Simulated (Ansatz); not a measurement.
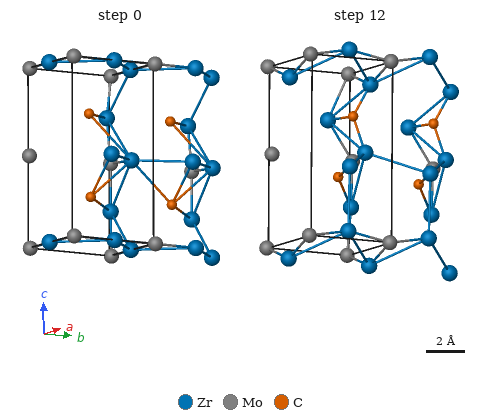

The structure of a crystal of Zr$_{3}$MoC (a generated structure, set up in P1) (coarse preliminary run) before (left) and after (right) a relaxation, at one scale.

The picture is a ball-and-stick view of the cell of the calculation, repeated 1 × 2 × 1 with one cell outlined, seen from a free direction.

The calculation used Ansatz, DFT PBE, scalar-relativistic, plane waves, PAW. Set-up: plane-wave cutoff 420 eV; k-point mesh 4 × 4 × 2; occupations gaussian; smearing width 0.1 eV; no spin polarisation; cell and atoms relaxed; force threshold 0.015 eV/Å; at most 120 steps.

Question: Describe what moved and what it gained.

Answer: The run was cut off at its time limit before the relaxation converged, so the last structure is only a point on the way. The largest move relative to the cell is that of a C atom, 1.41 Å roughly along +b. Largest moves by element: C 1.41 Å, Zr 1.15 Å, Mo 0.32 Å. The drawn cell changes as follows: a 5.084 → 4.915 Å (−3.3 %), b 4.981 → 4.937 Å (−0.9 %), c 9.832 → 9.901 Å (+0.7 %), α 90.9° → 90.3°, β 90.3° → 89.3°; the volume changes by −3.5 %. Near-neighbour distances that change, for instance: C–Zr 3.613 → 2.068 Å, C–Zr 3.440 → 2.073 Å, Zr–Zr 3.963 → 5.112 Å, Zr–Zr 4.695 → 3.583 Å. New bonds form: C–Zr (3.61 → 2.07 Å). Among the angles between lasting bonds that change: Zr–Mo–Zr 103.4° → 152.6°, Zr–Mo–Zr 172.1° → 130.8°, Zr–Mo–Zr 177.1° → 139.2°. The space group stays P1 (No. 1). After 12 geometry steps the energy has fallen by 944 meV per atom. The largest force component goes from 2.6 to 1.4 eV/Å. Pressure: −1.65 GPa at the start and −0.54 GPa at the end.
